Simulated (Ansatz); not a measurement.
**Lu3Au: relaxing a made-up structure**

Starting from a made-up structure for Lu3Au, the aim is the relaxed cell, its shortest contacts and, where a second run follows, its electronic structure.

Method: DFT, PBE, plane-wave PAW, files of the set soft_1, scalar-relativistic, no spin, cell and ions relaxed at zero pressure; PAW set soft_1, in Ansatz 0.2.0.

### Step 1. Set-up

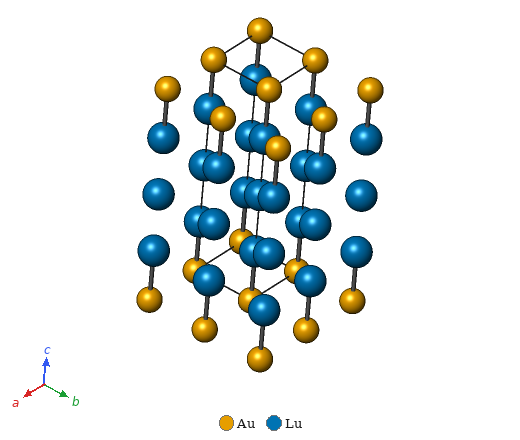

The starting structure, seen from a free direction (gold orange, lutetium blue). 2×2×1 cells are drawn. Some periodic images of atoms are drawn too.

### Step 2. Relaxation of the guess

The guess takes its coordinates from another compound and its volume from a rule, so the cell and any free coordinates are relaxed together.

File input.yaml:

```yaml
crystal:
  lattice:
    - [3.142, 0.0, 0.0]
    - [0.0, 3.142, 0.0]
    - [0.0, 0.0, 11.231]
  atoms:
    - { symbol: Au, position: [0.0, 0.0, 0.0] }
    - { symbol: Lu, position: [0.0, 0.0, 0.7674] }
    - { symbol: Lu, position: [0.0, 0.0, 0.5] }
    - { symbol: Lu, position: [0.0, 0.0, 0.2326] }
kpoints:
  mp_grid: { grid: [8, 8, 3] }
scf:
  occupations: { method: fermi_dirac, width: 0.05 }
hamiltonian:
  xc: pbe
  pseudopotentials: { kind: paw, azcp: { folder: soft_1 } }
relax:
  f_tol: 0.015
  max_steps: 70
  cell: {}
output:
  forces: true
  stress: true
```

The run is started by

```bash
> ansatz run input.yaml --threads 4 --pin off --max-ram 8192MiB --backend cpu --events-out ev --progress --plain --runs-dir out
```

Numbers of over 12 decimals in the logs are rounded to 6 here.

Log:

```text
Engine: ansatz 0.2.0, x86_64-unknown-linux-gnu
Pseudopotentials: kind: paw
Pseudopotential: Au, paw, valence charge 19, recommended cutoff 420 eV (normal), soft_1/Au.paw.azcp
Pseudopotential: Lu, paw, valence charge 25, recommended cutoff 420 eV (normal), soft_1/Lu.paw.azcp
Functional definition: PBE
  parameter kappa = 0.804
  parameter beta = 0.066725
  exchange = pbe_x(kappa = kappa, mu = beta*pi^2/3)
  correlation = pbe_c(beta = beta)
Crystal: 4 atoms, lattice volume = 110.874 Å³
Basis set: ecut = 420 eV, 2165 PW (Γ), exchange–correlation on 48×48×160 points (8 copies of the dense FFT grid, shifted against one another)
Bands: 57, of which v1, the nominal top of the filled ones, is band 47 counted from 1 (46 counted from 0)
Symmetry: 16 space group operations
Space group: P4/mmm (ITA 123), of the structure as read, at distance tolerance 4.8e-5 Å
k-points: 30 of 192
Non-local potential: Au, projectors of the file, l = 0: 3, l = 1: 2, l = 2: 2, l = 3: 1
Non-local potential: Lu, projectors of the file, l = 0: 3, l = 1: 2, l = 2: 2, l = 3: 3
PAW form: soft (Blöchl's): semilocal exchange-correlation on the pseudo side does not see the compensation charge
PAW one-centre angular grid: Au, 590 points (default); XC on 64 Gauss nodes
PAW one-centre angular grid: Lu, 590 points (default); XC on 64 Gauss nodes
Initial density: superposition of atomic densities (chi_scale 0.1, normalization cell, long waves of neutral atoms (reshape's long-wave potential 3.78 eV rms, cloud 3.23 Å wide))
Initial wavefunctions: pseudopotential atomic-orbital guess
Functional: x = pbe(κ = 0.804, μ = 0.219515), c = pbe(β = 0.066725)
SCF iter   1: F=—  HF=-57443.815168 eV  |F-HF|=—  |Δ(HF+E_count)|=         —  Δρ=4.55e-1  dr2=1.95e3  ethr=3.10e-3  ⟨swp⟩=7.6  Hψ=8026  notcnv=0  defer=2
preconditioner: auto → LDOS  [metal: Δε(μ)=0.034 eV  Ē_g=13.366 eV  σ=0.050 eV  W_gap=0.17  n_scr=36 (ndim 8)  ℏωp=30.3 eV  f_vac=0.012  D(μ)=5.39/eV (n_scr^D=50)  β→1.0]
SCF iter   2: F=—  HF=-57700.877318 eV  |F-HF|=—  |Δ(HF+E_count)|=    2.57e2  Δρ=1.02e0  dr2=3.55e3  ethr=3.10e-3  ⟨swp⟩=21.1  Hψ=32263  notcnv=4  defer=99
preconditioner: auto → Kerker (q_TF=auto, 2.654 Å⁻¹)  [metal: Δε(μ)=0.001 eV  Ē_g=10.266 eV  σ=0.050 eV  W_gap=0.00  n_scr=36 (ndim 8)  ℏωp=29.4 eV  f_vac=0.006  D(μ)=52.10/eV (n_scr^D=1508)  β→0.5]
SCF iter   3: F=—  HF=-57468.803922 eV  |F-HF|=—  |Δ(HF+E_count)|=    2.32e2  Δρ=4.11e-1  dr2=6.40e2  ethr=3.10e-3  ⟨swp⟩=18.8  Hψ=16858  notcnv=0  defer=47
SCF iter   4: F=—  HF=-57367.184187 eV  |F-HF|=—  |Δ(HF+E_count)|=    1.02e2  Δρ=1.85e-1  dr2=8.79e1  ethr=3.10e-3  ⟨swp⟩=10.7  Hψ=7532  notcnv=0  defer=107
SCF iter   5: F=—  HF=-57350.703538 eV  |F-HF|=—  |Δ(HF+E_count)|=    1.65e1  Δρ=9.12e-2  dr2=5.10e1  ethr=3.10e-3  ⟨swp⟩=13.4  Hψ=9435  notcnv=0  defer=82
SCF iter   6: F=—  HF=-57348.705879 eV  |F-HF|=—  |Δ(HF+E_count)|=    2.00e0  Δρ=4.82e-2  dr2=1.62e1  ethr=3.10e-3  ⟨swp⟩=7.2  Hψ=4126  notcnv=0  defer=85
SCF iter   7: F=—  HF=-57348.110317 eV  |F-HF|=—  |Δ(HF+E_count)|=   5.96e-1  Δρ=2.71e-2  dr2=5.83e0  ethr=3.10e-3  ⟨swp⟩=7.0  Hψ=3870  notcnv=0  defer=59
SCF iter   8: F=—  HF=-57347.865900 eV  |F-HF|=—  |Δ(HF+E_count)|=   2.44e-1  Δρ=2.22e-2  dr2=2.08e0  ethr=3.10e-3  ⟨swp⟩=6.0  Hψ=3809  notcnv=0  defer=60
SCF iter   9: F=—  HF=-57347.698749 eV  |F-HF|=—  |Δ(HF+E_count)|=   1.67e-1  Δρ=7.96e-3  dr2=1.58e-1  ethr=2.21e-3  ⟨swp⟩=5.6  Hψ=3311  notcnv=0  defer=50
SCF iter  10: F=—  HF=-57347.710050 eV  |F-HF|=—  |Δ(HF+E_count)|=   1.13e-2  Δρ=7.96e-3  dr2=9.44e-2  ethr=1.68e-4  ⟨swp⟩=6.2  Hψ=4015  notcnv=0  defer=52
SCF iter  11: F=—  HF=-57347.713711 eV  |F-HF|=—  |Δ(HF+E_count)|=   3.66e-3  Δρ=6.05e-3  dr2=1.85e-1  ethr=1.00e-4  ⟨swp⟩=6.9  Hψ=5036  notcnv=0  defer=51
SCF iter  12: F=—  HF=-57347.691323 eV  |F-HF|=—  |Δ(HF+E_count)|=   2.24e-2  Δρ=2.72e-3  dr2=3.50e-2  ethr=1.00e-4  ⟨swp⟩=4.8  Hψ=3467  notcnv=0  defer=52
SCF iter  13: F=—  HF=-57347.687649 eV  |F-HF|=—  |Δ(HF+E_count)|=   3.67e-3  Δρ=1.01e-3  dr2=4.82e-3  ethr=3.72e-5  ⟨swp⟩=2.2  Hψ=2083  notcnv=0  defer=45
SCF iter  14: F=—  HF=-57347.687501 eV  |F-HF|=—  |Δ(HF+E_count)|=   1.47e-4  Δρ=3.75e-4  dr2=2.04e-4  ethr=5.12e-6  ⟨swp⟩=2.5  Hψ=3006  notcnv=0  defer=43
SCF iter  15: F=—  HF=-57347.687461 eV  |F-HF|=—  |Δ(HF+E_count)|=   3.99e-5  Δρ=7.54e-5  dr2=1.08e-5  ethr=2.17e-7  ⟨swp⟩=3.1  Hψ=3729  notcnv=0  defer=42
SCF iter  16: F=—  HF=-57347.687451 eV  |F-HF|=—  |Δ(HF+E_count)|=   1.03e-5  Δρ=9.19e-5  dr2=1.58e-5  ethr=1.15e-8  ⟨swp⟩=3.3  Hψ=4499  notcnv=0  defer=42
SCF iter  17: F=—  HF=-57347.687446 eV  |F-HF|=—  |Δ(HF+E_count)|=   5.01e-6  Δρ=6.17e-5  dr2=6.09e-6  ethr=1.15e-8  ⟨swp⟩=3.1  Hψ=3201  notcnv=0  defer=41
SCF iter  18: F=—  HF=-57347.687445 eV  |F-HF|=—  |Δ(HF+E_count)|=   8.62e-7  Δρ=1.77e-5  dr2=5.57e-7  ethr=6.48e-9  ⟨swp⟩=2.2  Hψ=2766  notcnv=0  defer=41
SCF iter  19: F=-57347.687445 eV  HF=-57347.687445 eV  |F-HF|=6.93e-8  |Δ(HF+E_count)|=   1.03e-7  Δρ=8.01e-6  dr2=8.52e-8  ethr=1.06e-10  ⟨swp⟩=6.6  Hψ=12593  notcnv=0
SCF 1 converged in 19 iterations: F = -57347.687445 eV  dr2 = 8.52e-8
  greatest PAW one-centre occupation: 1.000 electrons in one spin orbital (limit 2), on the Au atom at site 0 (counted from 0), in its partial waves of l = 0
relax step   1: F+E_penalty+E_count = -57347.68744504 eV  Δ(F+E_penalty+E_count) = +0.000e0 eV  max|allowed force component| = 4.607e-1 eV/Å  Δτ_max = 0.0000 Å  P = +4.341 GPa  Ω = 110.874 Å³  (19 SCF iters, dr2 threshold 1.00e-7 eV, accepted)
Crystal: 4 atoms, lattice volume = 118.051 Å³
Basis set: ecut = 420 eV, 2319 PW (Γ), exchange–correlation on 48×48×160 points (8 copies of the dense FFT grid, shifted against one another)
Initial density: handed on by an earlier stage of this run
Initial wavefunctions: those handed on with the density
SCF iter   1: F=—  HF=-57348.560902 eV  |F-HF|=—  |Δ(HF+E_count)|=         —  Δρ=2.29e-2  dr2=1.16e1  ethr=3.10e-3  ⟨swp⟩=11.9  Hψ=9902  notcnv=0  defer=2
preconditioner: auto → Kerker (q_TF=auto, 2.627 Å⁻¹)  [metal: Δε(μ)=0.015 eV  Ē_g=11.809 eV  σ=0.050 eV  W_gap=0.08  n_scr=36 (ndim 8)  ℏωp=30.6 eV  f_vac=0.004  D(μ)=6.57/eV (n_scr^D=66)]
SCF iter   2: F=—  HF=-57348.112971 eV  |F-HF|=—  |Δ(HF+E_count)|=   4.48e-1  Δρ=1.11e-2  dr2=3.38e0  ethr=3.10e-3  ⟨swp⟩=3.3  Hψ=2968  notcnv=0  defer=32
SCF iter   3: F=—  HF=-57347.988964 eV  |F-HF|=—  |Δ(HF+E_count)|=   1.24e-1  Δρ=6.35e-3  dr2=1.84e-1  ethr=3.10e-3  ⟨swp⟩=3.4  Hψ=3186  notcnv=0  defer=35
SCF iter   4: F=—  HF=-57347.934030 eV  |F-HF|=—  |Δ(HF+E_count)|=   5.49e-2  Δρ=5.06e-3  dr2=9.95e-2  ethr=1.96e-4  ⟨swp⟩=3.8  Hψ=4500  notcnv=0  defer=37
[...]
SCF iter   7: F=—  HF=-57347.989793 eV  |F-HF|=—  |Δ(HF+E_count)|=   3.42e-3  Δρ=1.51e-3  dr2=1.39e-2  ethr=1.78e-5  ⟨swp⟩=3.2  Hψ=4475  notcnv=0  defer=43
SCF iter   8: F=—  HF=-57347.988983 eV  |F-HF|=—  |Δ(HF+E_count)|=   8.10e-4  Δρ=1.25e-3  dr2=5.67e-3  ethr=1.48e-5  ⟨swp⟩=2.0  Hψ=2334  notcnv=0  defer=43
SCF iter   9: F=—  HF=-57347.989489 eV  |F-HF|=—  |Δ(HF+E_count)|=   5.06e-4  Δρ=1.53e-3  dr2=4.12e-3  ethr=6.03e-6  ⟨swp⟩=3.9  Hψ=4320  notcnv=0  defer=43
SCF iter  10: F=—  HF=-57347.988359 eV  |F-HF|=—  |Δ(HF+E_count)|=   1.13e-3  Δρ=7.87e-4  dr2=1.09e-3  ethr=4.39e-6  ⟨swp⟩=2.1  Hψ=2946  notcnv=0  defer=43
SCF iter  11: F=—  HF=-57347.988126 eV  |F-HF|=—  |Δ(HF+E_count)|=   2.34e-4  Δρ=1.28e-4  dr2=3.54e-5  ethr=1.16e-6  ⟨swp⟩=3.1  Hψ=3741  notcnv=0  defer=43
SCF iter  12: F=—  HF=-57347.988097 eV  |F-HF|=—  |Δ(HF+E_count)|=   2.85e-5  Δρ=9.05e-5  dr2=9.06e-6  ethr=3.77e-8  ⟨swp⟩=3.5  Hψ=4395  notcnv=0  defer=43
SCF iter  13: F=—  HF=-57347.988098 eV  |F-HF|=—  |Δ(HF+E_count)|=   5.79e-7  Δρ=4.39e-5  dr2=2.24e-6  ethr=9.64e-9  ⟨swp⟩=2.4  Hψ=3404  notcnv=0  defer=43
SCF iter  14: F=-57347.988097 eV  HF=-57347.988098 eV  |F-HF|=1.97e-7  |Δ(HF+E_count)|=   3.98e-7  Δρ=1.62e-5  dr2=2.76e-7  ethr=4.26e-10  ⟨swp⟩=6.5  Hψ=12796  notcnv=0
SCF 3 converged in 14 iterations: F = -57347.988097 eV  dr2 = 2.76e-7
relax step   3: F+E_penalty+E_count = -57347.98809739 eV  Δ(F+E_penalty+E_count) = -7.611e-2 eV  max|allowed force component| = 2.105e-3 eV/Å  Δτ_max = 0.0830 Å  P = +0.005 GPa  Ω = 120.386 Å³  energy of the carried Pulay correction = -3.261e-3 eV  (14 SCF iters, dr2 threshold 4.00e-7 eV, accepted)
[...]
relax step   4: F+E_penalty+E_count = -57347.99631422 eV  Δ(F+E_penalty+E_count) = -8.217e-3 eV  max|allowed force component| = 7.752e-2 eV/Å  Δτ_max = 0.0292 Å  P = +0.159 GPa  Ω = 119.617 Å³  energy of the carried Pulay correction = -3.008e-3 eV  (10 SCF iters, dr2 threshold 4.00e-7 eV, accepted)
[...]
relax step   5: F+E_penalty+E_count = -57347.99838894 eV  Δ(F+E_penalty+E_count) = -2.075e-3 eV  max|allowed force component| = 1.109e-2 eV/Å  Δτ_max = 0.0154 Å  P = -0.001 GPa  Ω = 119.925 Å³  energy of the carried Pulay correction = -3.110e-3 eV  (10 SCF iters, dr2 threshold 3.76e-7 eV, accepted)
[...]
relax step   6: F+E_penalty+E_count = -57347.99847825 eV  Δ(F+E_penalty+E_count) = -8.931e-5 eV  max|allowed force component| = 5.598e-5 eV/Å  Δτ_max = 0.0013 Å  P = -0.013 GPa  Ω = 119.873 Å³  energy of the carried Pulay correction = -3.092e-3 eV  (10 SCF iters, dr2 threshold 2.25e-8 eV, accepted)
Basis set: ecut = 420 eV, 2353 PW (Γ), exchange–correlation on 48×48×180 points (8 copies of the dense FFT grid, shifted against one another)
Initial wavefunctions: pseudopotential atomic-orbital guess (no wavefunctions were taken with the density)
iter 1 solved again at ethr=5.90e-8 eV; its pass at ethr=3.10e-3 eV (dr2=5.55e-5 eV) is discarded
SCF iter   1: F=—  HF=-57347.997560 eV  |F-HF|=—  |Δ(HF+E_count)|=         —  Δρ=1.03e-3  dr2=3.70e-5  ethr=5.90e-8  ⟨swp⟩=4.9  Hψ=14912  notcnv=0
preconditioner: auto → Kerker (q_TF=auto, 2.620 Å⁻¹)  [metal: Δε(μ)=0.012 eV  Ē_g=11.776 eV  σ=0.050 eV  W_gap=0.06  n_scr=38 (ndim 8)  ℏωp=30.3 eV  f_vac=0.000  D(μ)=6.72/eV (n_scr^D=68)]
SCF iter   2: F=—  HF=-57348.001219 eV  |F-HF|=—  |Δ(HF+E_count)|=   3.66e-3  Δρ=5.27e-4  dr2=1.20e-5  ethr=3.93e-8  ⟨swp⟩=3.1  Hψ=3820  notcnv=0
SCF iter   3: F=—  HF=-57348.002193 eV  |F-HF|=—  |Δ(HF+E_count)|=   9.75e-4  Δρ=2.50e-4  dr2=3.31e-6  ethr=1.28e-8  ⟨swp⟩=3.5  Hψ=4011  notcnv=0
SCF iter   4: F=—  HF=-57348.002471 eV  |F-HF|=—  |Δ(HF+E_count)|=   2.78e-4  Δρ=2.31e-5  dr2=2.91e-7  ethr=3.52e-9  ⟨swp⟩=3.4  Hψ=4087  notcnv=0
SCF iter   5: F=—  HF=-57348.002472 eV  |F-HF|=—  |Δ(HF+E_count)|=   7.32e-7  Δρ=5.71e-6  dr2=7.52e-8  ethr=3.09e-10  ⟨swp⟩=2.0  Hψ=2887  notcnv=0
SCF iter   6: F=—  HF=-57348.002472 eV  |F-HF|=—  |Δ(HF+E_count)|=   9.83e-9  Δρ=2.15e-6  dr2=2.16e-8  ethr=8.00e-11  ⟨swp⟩=2.1  Hψ=2963  notcnv=0
SCF iter   7: F=—  HF=-57348.002472 eV  |F-HF|=—  |Δ(HF+E_count)|=  4.22e-10  Δρ=1.15e-6  dr2=5.73e-9  ethr=2.30e-11  ⟨swp⟩=2.8  Hψ=3119  notcnv=0
SCF iter   8: F=—  HF=-57348.002472 eV  |F-HF|=—  |Δ(HF+E_count)|=  1.31e-10  Δρ=5.71e-7  dr2=1.37e-9  ethr=6.09e-12  ⟨swp⟩=2.0  Hψ=2402  notcnv=0
SCF iter   9: F=—  HF=-57348.002472 eV  |F-HF|=—  |Δ(HF+E_count)|=  1.46e-10  Δρ=4.93e-7  dr2=1.29e-9  ethr=1.46e-12  ⟨swp⟩=3.4  Hψ=3827  notcnv=0
SCF iter  10: F=—  HF=-57348.002472 eV  |F-HF|=—  |Δ(HF+E_count)|=  3.20e-10  Δρ=1.57e-7  dr2=5.63e-11  ethr=1.37e-12  ⟨swp⟩=2.5  Hψ=2675  notcnv=0
SCF iter  11: F=-57348.002472 eV  HF=-57348.002472 eV  |F-HF|=1.46e-11  |Δ(HF+E_count)|=    0.00e0  Δρ=1.42e-7  dr2=1.90e-11  ethr=1.00e-12  ⟨swp⟩=6.7  Hψ=9205  notcnv=0
SCF 7 converged in 11 iterations: F = -57348.002472 eV  dr2 = 1.90e-11
relax step   7: F+E_penalty+E_count = -57348.00247209 eV  Δ(F+E_penalty+E_count) = -3.994e-3 eV  max|allowed force component| = 1.140e-3 eV/Å  Δτ_max = 0.0000 Å  P = -0.006 GPa  Ω = 119.873 Å³  stress off target by 6.96e-3 GPa  SCF on the basis re-selected at this cell (its energy is not comparable with the rows above)  (11 SCF iters)
basis re-selected at this cell: Δ(F+E_penalty+E_count) = -3.994e-3 eV, ΔP = +0.008 GPa vs the last step (what re-selecting the basis moved, of the pressure what is left beyond the Pulay correction that the steps carried, after the strain that the cell walked since its last selection, with what the two solves' SCF thresholds leave and, on support functions, any second-order correction that the steps lacked; it is no measure of the basis error at this ecutwfc). The dense FFT grid was sized anew with the basis: this SCF ran on 24×24×90 points, the steps before it on 24×24×80, so part of this shift can come from that change (see relax.cell in the input reference). [rest of the remark cut]
SCF converged after 11 iterations
Free energy (F): -57348.002472 eV
Harris-Foulkes:  -57348.002472 eV  (|F-HF|=1.46e-11)
Internal energy: -57347.947728 eV  (E = F + TS)
E sigma→0 (E₀):  -57347.975100 eV
Entropy (-TS):   -0.054744 eV (-13.686 meV/atom)
Fermi energy:    12.528306 eV
--- Per-component energies (eV) ---
  E_band       = -493.259087
  E_kinetic    = 1825.020825
  E_local      = -24020.653669  (includes V_loc(G=0)·N_el)
  E_nonlocal   = 2138.539251
  E_hartree    = 10067.433788
  E_xc         = -835.040635
  E_vxc        = -1014.697821  (∫ρ·V_xc dr)
  E_paw        = -31987.937266  (= ΣΔE_a)
  E_vpaw       = 443.662668  (= ΣTr[D̂ρ^β])
  E_aug_tail   = 0.001575  (compensation charges beyond the density's cutoff)
  E_ewald      = -14535.311596
  E_smearing   = -0.054744  (= −TS)
  E_closure    = 0.000000  (closes the sum)
  Σ components = -57348.002472   (vs F -57348.002472, Δ=0.00e0)
--- Forces (eV/Å), atoms counted from 1 ---
  atom   1  Au    -0.00000000    -0.00000000     0.00000000
  atom   2  Lu     0.00000000     0.00000000     0.00113983
  atom   3  Lu    -0.00000000    -0.00000000     0.00000000
  atom   4  Lu    -0.00000000     0.00000000    -0.00113983
  max |Σ_I F_I| component: 5.92e-31 eV/Å
--- Stress (GPa, compression-positive) ---
       -0.006956       0.000000       0.000000
        0.000000      -0.006956       0.000000
        0.000000       0.000000      -0.002854
  P = ⅓ Tr σ = -0.0056 GPa (-0.056 kbar)
--- Relaxed structure (6 steps of the walk, 6 accepted, 1 SCFs on fresh bases) ---
  F+E_penalty+E_count = -57348.00247209 eV   max|allowed force component| = 1.140e-3 eV/Å   (the final SCF, on the basis selected at the relaxed cell)
  cell:  # Å, volume = 119.8729 Å³
    - [3.113519, 0, 0.0]
    - [0, 3.113519, 0.0]
    - [0.0, 0.0, 12.365674]
  atoms:
    - { symbol: Au, position: [0, 0, 3.0891701112577814e-19] }
    - { symbol: Lu, position: [0, 0, 0.774555] }
    - { symbol: Lu, position: [0, 0, 0.5] }
    - { symbol: Lu, position: [0, 0, 0.225445] }
```

The job ended after 26 s (4 threads of Intel Xeon Platinum 8375C at 2.90GHz (Ice Lake), shared host; peak memory 0.62 GiB).

The steps of the relaxation:

| step | energy less that of the first step (eV) | largest force component (eV/Å) | pressure (GPa) | volume (Å³) |
| --- | --- | --- | --- | --- |
| 1 | 0.0000 | 0.4607 | 4.34 | 110.87 |
| 2 | -0.2245 | 0.2214 | 0.63 | 118.05 |
| 3 | -0.3007 | 0.0021 | 0.00 | 120.39 |
| 4 | -0.3089 | 0.0775 | 0.16 | 119.62 |
| 5 | -0.3109 | 0.0111 | 0.00 | 119.93 |
| 6 | -0.3110 | 0.0001 | -0.01 | 119.87 |
| 7* | -0.3150 | 0.0011 | -0.01 | 119.87 |

Relaxation steps marked * repeat the geometry before them on a plane-wave basis chosen anew for their cell, so energy and pressure can jump there.

Forces are held to the 16 operations that the run works with; a distortion that breaks them can't arise in this run.

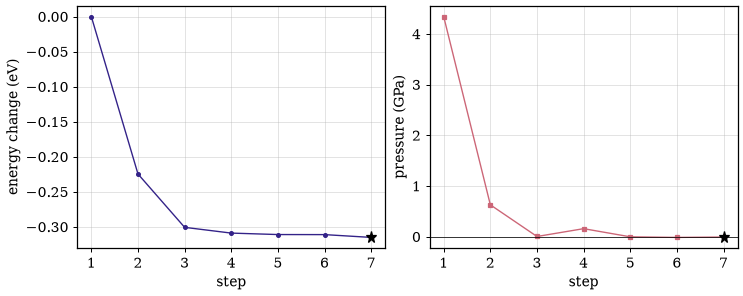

Energy and pressure along the relaxation. Stars mark steps on a basis chosen anew.

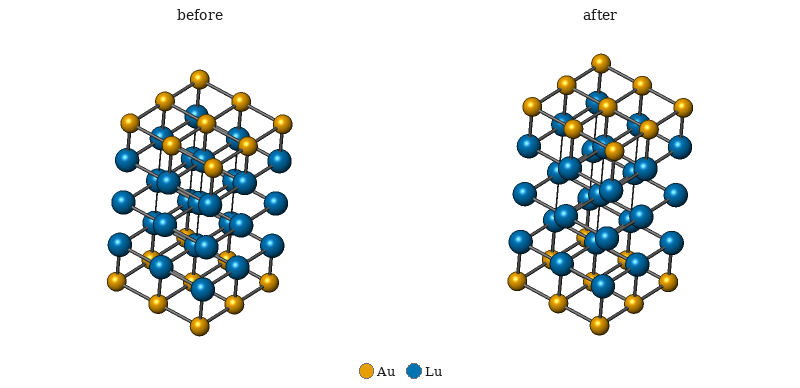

Before and after, at one scale.

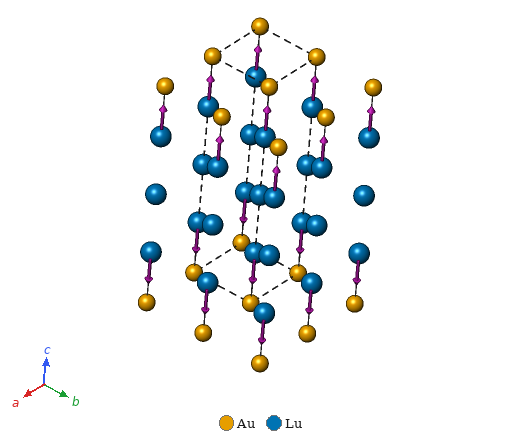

Displacements in the relaxation, exaggerated, measured against the changing cell; the longest in the cell stands for 0.09 Å. 2×2×1 cells are drawn. Some periodic images of atoms are drawn too.

| conventional cell, symmetrised | before | after | change |
| --- | --- | --- | --- |
| a (Å) | 3.142 | 3.114 | -0.9 % |
| b (Å) | 3.142 | 3.114 | -0.9 % |
| c (Å) | 11.231 | 12.366 | +10.1 % |
| volume (Å³/atom) | 27.72 | 29.97 | +8.1 % |

The atoms that moved most (Å, as changes of fractional coordinates times the final cell):

| atom | dx | dy | dz | length |
| --- | --- | --- | --- | --- |
| Lu4 | 0.000 | 0.000 | -0.088 | 0.088 |
| Lu2 | 0.000 | 0.000 | 0.088 | 0.088 |

Final coordinates:

```cif
data_structure
_symmetry_space_group_name_H-M 'P 1'
_symmetry_Int_Tables_number 1
_cell_length_a 3.1135
_cell_length_b 3.1135
_cell_length_c 12.3657
_cell_angle_alpha 90.000
_cell_angle_beta 90.000
_cell_angle_gamma 90.000
_cell_volume 119.87
loop_
_atom_site_label
_atom_site_type_symbol
_atom_site_fract_x
_atom_site_fract_y
_atom_site_fract_z
_atom_site_occupancy
Au1 Au 0.00000 0.00000 0.00000 1
Lu2 Lu 0.00000 0.00000 0.77456 1
Lu3 Lu 0.00000 0.00000 0.50000 1
Lu4 Lu 0.00000 0.00000 0.22544 1
```

Numbers from this step:

```
free energy             : -57348.0025 eV
energy at zero smearing : -57347.9751 eV
smearing term TS        : 0.05474 eV
Fermi energy            : 12.53 eV
electrons               : 94
symmetry operations     : 16
pressure                : -0.005589 GPa
```

The shortest distance of each pair, which need not be the same contact before and after:

| pair | guess (Å) | relaxed (Å) |
| --- | --- | --- |
| Au–Lu | 2.612 | 2.788 |
| Au–Au | 3.142 | 3.114 |
| Lu–Lu | 3.003 | 3.114 |

The relaxation ends with a largest force component of 0.0011 eV/Å and a pressure of -0.01 GPa.

### Step 3. Results

| Property | Result |
| --- | --- |
| space group, relaxed | P4/mmm |
| conventional cell | a = 3.114, b = 3.114, c = 12.366 Å; α = 90.0°, β = 90.0°, γ = 90.0° |
| volume per atom | 29.97 Å³ (guess 27.72) |

**Reading.** Lu3Au relaxes to P4/mmm with a = 3.114, b = 3.114 and c = 12.366 Å. The guessed volume was 8 % too small. The space group P4/mmm was held in the relaxation, so the end point is a stationary structure within it and may be a saddle against distortions or other arrangements. Mesh and cutoff weren't tested. A vector of the cell changed its length by 10 %, more than the volume shows. Spin-orbit coupling is left out, which can matter for elements this heavy. No dispersion term is used, so weakly bound directions may come out too long. Nothing here tests whether the compound is stable against decomposition.

[Logs are printed without paths, hosts, clocks, repeated set-up lines and the standing remarks that a program may print on its own settings, such as how far it seeks lower states.]

[Hosts, paths, dates, database ids (printed as entryN), source tags and the programs' standing remarks are cut or masked in the printed files.]
